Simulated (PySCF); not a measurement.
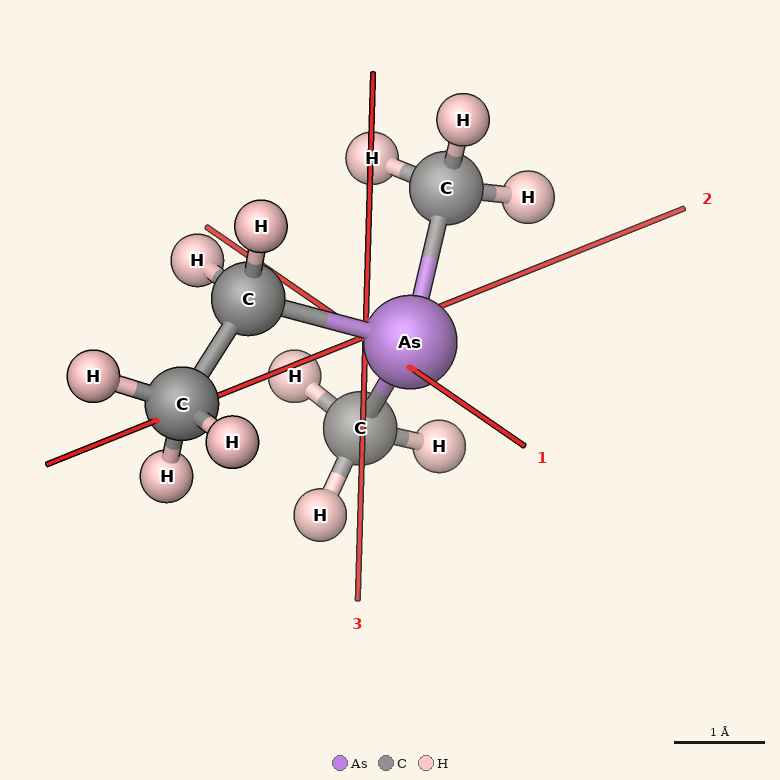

The three principal axes of inertia are drawn and numbered. Depth is shown by fading: the farther an atom, the more it takes the colour of the background. The computed structure is the end point of a PBE0-D3(BJ)/def2-SVP optimisation. No frequency run is at hand to confirm it as a minimum. Masses are those of the most abundant isotopes; constants are for the rigid equilibrium geometry.

**Which line is the a axis (least moment of inertia), which b and which c?**

a is line 2, b is line 3, c is line 1; the moments are 111, 220, 260 u Å².

**What kind of rotor is it, and what are its rotational constants in MHz?**

An asymmetric top (C1): A = 4566, B = 2298, C = 1941 MHz. Ray's parameter κ is −0.73, nearer the prolate limit.
